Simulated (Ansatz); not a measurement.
**doublet CH3AlF2O+: levels of theory compared**

Wanted: a comparison of 6 runs (UHF/3-21G, U-r2SCAN0/6-31G*, UB3LYP/6-31G*, RPA@PBE/6-31G*, UBCCD(T)/6-31G*, UCCSD/6-31G*) of doublet CH3AlF2O+. 

The results are computed with Ansatz 0.2.0.

128 further runs of the same task are left out: 128 set aside as unsound or not needed.

**1. The structure to begin with**

The species is CH3AlF2O+ (8 atoms), meant as a doublet with charge +1. As SMILES of the parent species, `C[O][Al]([F])[F]`. The shape is that of a PBE0-D4/def2-TZVP optimisation. That shape belongs to the parent species and isn't relaxed for this state.

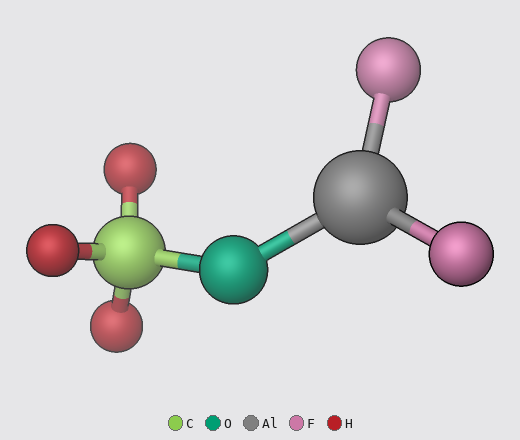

The structure, seen from a chosen angle (carbon green, oxygen teal, aluminium grey, fluorine pink, hydrogen red).

**2. The energy at UHF/3-21G (run 1)**

molecule.yaml

```yaml
basis:
  gaussian: {orbitals: 3-21G.json}
crystal:
  periodic: [false, false, false]
  atoms:
    - {symbol: C, position_ang: [-0.239000, 0.900700, 0.881500]}
    - {symbol: O, position_ang: [-0.459800, -0.316300, 0.222600]}
    - {symbol: Al, position_ang: [0.227600, -1.156300, -1.035300]}
    - {symbol: F, position_ang: [-0.392600, -2.602700, -1.474500]}
    - {symbol: F, position_ang: [1.520300, -0.581200, -1.861800]}
    - {symbol: H, position_ang: [0.609600, 1.454200, 0.465200]}
    - {symbol: H, position_ang: [-0.042800, 0.715700, 1.941600]}
    - {symbol: H, position_ang: [-1.131100, 1.528900, 0.804800]}
total_charge: 1
magnetization: {spin_polarized: true, initial_magnetization: 1}
hamiltonian: {xc: hf}
accuracy: high
output: {orbitals: {seedname: orbitals}}
```

The basis set 3-21G is read from a file made from the Basis Set Exchange's data (not shown).

On the command line:

```console
ansatz run molecule.yaml --threads 1 --pin off --max-ram 3480MiB --events-out events.jsonl --progress --plain --runs-dir runs
```

Standard output:

```text
Warning: RAYON_NUM_THREADS=1 ignored (pool sized by the plan → 1); use --threads N
Functional definition: HF
  name "HF"
  exchange = exact_x
  correlation = 0
1189 factors; integrals over basis functions are off by at most 2.5e-8 eV
mean field evaluation 1: about -15015.2381 eV, gradient 4.5e1 eV
mean field evaluation 2: about -15015.2387 eV, gradient 4.5e1 eV
mean field evaluation 4: about -15022.1925 eV, gradient 4.0e0 eV
mean field evaluation 8: about -15022.9009 eV, gradient 5.1e-1 eV
mean field evaluation 16: about -15022.8963 eV, gradient 6.8e-8 eV
mean field evaluation 32: about -15022.7319 eV, gradient 2.6e0 eV
mean field evaluation 64: about -15022.6644 eV, gradient 2.2e-1 eV
mean field -15022.89630056 eV, -552.0812561606 hartree, gradient 6.8e-8 eV, S^2 0.757568; 2 other end points of the search recorded, 0 dependent functions left out
reference -15022.89630056 eV, -552.0812561606 hartree; 24, 23 occupied and 31, 32 virtual orbitals, 1189 factors
Total energy: -15022.89630056 eV, -552.0812561606 hartree
```

Run time: 2 s. Hardware: 1 thread of Intel Xeon Platinum 8488C (Sapphire Rapids), shared host; peak memory 0.17 GiB.

**3. The energy at U-r2SCAN0/6-31G(d) (spherical functions) (run 2)**

in.yaml

```yaml
crystal:
  periodic: [false, false, false]
  atoms:
    - {symbol: C, position_ang: [-0.239000, 0.900700, 0.881500]}
    - {symbol: O, position_ang: [-0.459800, -0.316300, 0.222600]}
    - {symbol: Al, position_ang: [0.227600, -1.156300, -1.035300]}
    - {symbol: F, position_ang: [-0.392600, -2.602700, -1.474500]}
    - {symbol: F, position_ang: [1.520300, -0.581200, -1.861800]}
    - {symbol: H, position_ang: [0.609600, 1.454200, 0.465200]}
    - {symbol: H, position_ang: [-0.042800, 0.715700, 1.941600]}
    - {symbol: H, position_ang: [-1.131100, 1.528900, 0.804800]}
basis:
  gaussian: {orbitals: 6-31G_st_-spherical.json}
total_charge: 1
output: {orbitals: {seedname: orbitals}}
accuracy: high
hamiltonian: {xc: {name: r2SCAN0}}
magnetization: {spin_polarized: true, initial_magnetization: 1}
```

The basis set 6-31G* is read from a file made from the Basis Set Exchange's data (not shown).

On the command line:

```console
ansatz run in.yaml --threads 1 --pin off --max-ram 3480MiB --events-out events.jsonl --progress --plain --runs-dir runs
```

Standard output:

```text
Warning: RAYON_NUM_THREADS=1 ignored (pool sized by the plan → 1); use --threads N
Functional definition: r2SCAN0
  name "r2SCAN0"
  parameter a = 0.25
  parameter k0 = 0.174
  parameter k1 = 0.065
  parameter a1 = 4.9479
  exchange = (1 - a)*r2scan_x(k0 = k0, k1 = k1, a1 = a1) + a*exact_x
  correlation = r2scan_c
1749 factors; integrals over basis functions are off by at most 8.8e-9 eV
mean field evaluation 1: about -15138.1056 eV, gradient 6.1e1 eV
mean field evaluation 2: about -15115.0469 eV, gradient 1.0e2 eV
mean field evaluation 4: about -15150.3845 eV, gradient 5.9e0 eV
mean field evaluation 8: about -15150.7077 eV, gradient 9.6e-1 eV
mean field evaluation 16: about -15150.9201 eV, gradient 1.4e-3 eV
mean field evaluation 32: about -15150.9201 eV, gradient 4.9e-6 eV
mean field -15150.92012300 eV, -556.7860448577 hartree, gradient 2.0e-8 eV, S^2 0.756397; 2 other end points of the search recorded, 0 dependent functions left out
reference -15150.92012774 eV, -556.7860450320 hartree; 24, 23 occupied and 56, 57 virtual orbitals, 1749 factors
Total energy: -15150.92012774 eV, -556.7860450320 hartree
```

Wall time 37 s (1 thread of Intel Xeon Platinum 8488C (Sapphire Rapids), shared host); peak memory 0.57 GiB.

Runs 3 to 5 aren't shown in full; the table further down has their settings and results.

**4. The energy at UCCSD/6-31G(d) (spherical functions) (run 6)**

molecule.yaml: that of step 2 with these lines changed.

```diff
@@ -1,3 +1 @@
-basis:
-  gaussian: {orbitals: 3-21G.json}
 crystal:
@@ -13,6 +11,14 @@
     - {symbol: H, position_ang: [-1.131100, 1.528900, 0.804800]}
+basis:
+  gaussian:
+    orbitals: 6-31G_st_-spherical.json
 total_charge: 1
-magnetization: {spin_polarized: true, initial_magnetization: 1}
-hamiltonian: {xc: hf}
+magnetization:
+  spin_polarized: true
+  initial_magnetization: 1
+correlation:
+  method: ccsd
+  frozen_orbitals: {Al: 5, C: 1, F: 1, H: 0, O: 1}
 accuracy: high
-output: {orbitals: {seedname: orbitals}}
+scf:
+  omitted_lower_state_checks: [cluster_reference, increment]
```

The basis set 6-31G* is read from a file made from the Basis Set Exchange's data (not shown).

On the command line:

```console
ansatz run molecule.yaml --threads 1 --pin off --max-ram 3480MiB --events-out events.jsonl --progress --plain --runs-dir runs
```

Standard output:

```text
Warning: RAYON_NUM_THREADS=1 ignored (pool sized by the plan → 1); use --threads N
[... 13 lines left out ...]
9 core orbitals not correlated: weight in the atoms' cores, before any rotation towards them, 1.000 or more for the frozen orbitals, at most 0.000 for the correlated occupied ones
[... 35 lines left out ...]
Total energy: -15123.08999573 eV, -555.7633065445 hartree
Checks for a lower state left out: cluster_reference, increment
```

It took 47 s on 1 thread of Intel Xeon Platinum 8488C (Sapphire Rapids), shared host; peak memory 0.78 GiB.

**5. All runs side by side**

```csv
run,level,frozen core orbitals,energy (Eh),⟨S²⟩,wall time
1,UHF/3-21G,–,-552.081256,0.758,2 s
2,U-r2SCAN0/6-31G* (spherical functions),–,-556.786045,0.756,37 s
3,UB3LYP/6-31G* (spherical functions),–,-557.020583,0.754,23 s
4,RPA@PBE/6-31G* (spherical functions),9,-556.049168,0.752,37 s
5,UBCCD(T)/6-31G* (spherical functions),9,-555.777455,0.760,71 s
6,UCCSD/6-31G* (spherical functions),9,-555.763307,0.760,47 s
```

**6. Summary of results**

| quantity | value |
| --- | --- |
| run 6: total energy | -555.76331 Eh |
| run 6: correlation energy (9 core orbitals frozen) | -689.4 mEh |
| run 6: ⟨S²⟩ of the reference determinant | 0.760 |
| run 6: T1 diagnostic | 0.028 |

In words: Totals of different functionals can't be ranked against each other. All runs together took 3.6 min, the longest 71 s.
